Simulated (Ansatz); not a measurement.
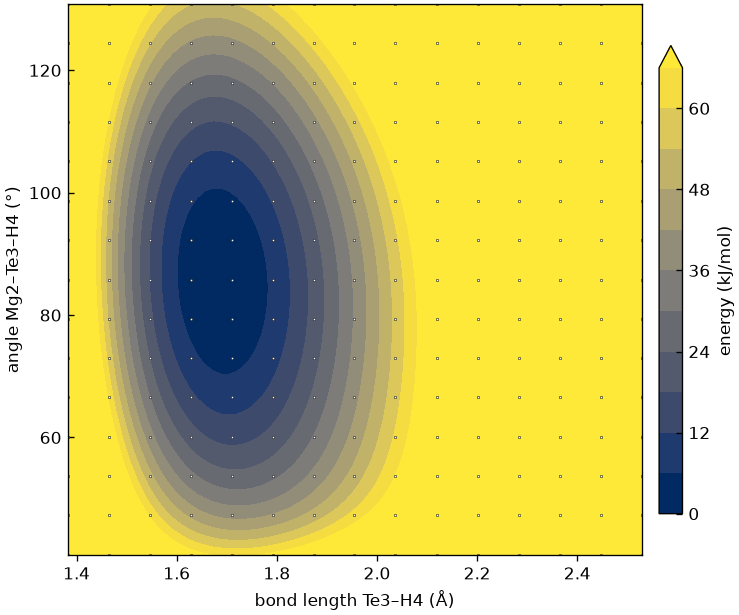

BrHMgTe, SMILES [Br][Mg][TeH]. First axis: bond length Te3–H4. Second axis: angle Mg2–Te3–H4. Nothing is relaxed (all other coordinates rigid). Grid: 15 × 15 points. Energies: kJ/mol, counted from the relaxed molecule at the same level. The reference is spin-restricted, which grows unreliable where a bond is stretched far. The calculation used RKS PBE-D4/def2-SVP in Ansatz.

In the figure: filled contours, dots at the grid points, one colour for all values above the top of the scale. Between grid points the surface is interpolated.

Where is the minimum, and how stiff is the well along each coordinate?

The interpolated minimum is at bond length Te3–H4 ≈ 1.686 Å, angle Mg2–Te3–H4 ≈ 85.9°. The curvatures there are about 15 eV/Å² and 1.8 eV/rad², with a cross term of about 0.5 eV/(Å·rad). Round the minimum the two coordinates are weakly coupled (coupling 0.09 in units of the two stiffnesses). (1 eV is 96.5 kJ/mol.)
